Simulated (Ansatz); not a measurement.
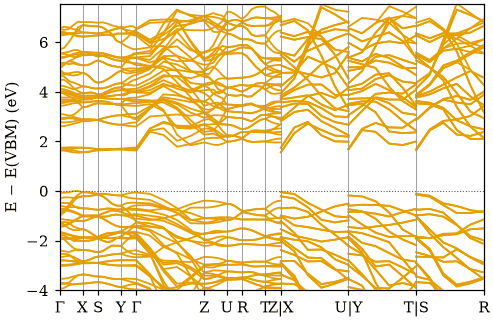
Figure: Band structure from r²SCAN (plane waves, PAW; program Ansatz)

Question: Read off the gap and where the band edges lie.

Answer: About 1.5 eV (1.54 eV by a search for the band edges); maximum on the Γ–X line, 73 % of the way from Γ, minimum on the Γ–X line, 79 % of the way from Γ.

Question: Which of these materials gives this?
A. Ba2Sn, Pnma (Ba on 4c, Ba on 4c, Sn on 4c)
B. SiP2, Pbam (Pearson symbol oP24)
C. Ga2O3, Pna2_1 (Pearson symbol oP40)
D. SiC, Pnma (Si on 4c, C on 4c)

Answer: B, SiP2, Pbam (Pearson symbol oP24)

The first step of the workflow began from a Materials Project structure, measured or hypothetical; the Crystallography Open Database copy checked does not list it. COD files the formula under space group No. 205. Its standing as an ambient phase is unchecked. Symmetry was held in the r²SCAN relaxation; its stability against distortions is not shown here. A crystal of weakly bound layers computed without a dispersion correction: the cell and the soft elastic constants depend strongly on that.

Potentials: the later of the program's two PAW sets.
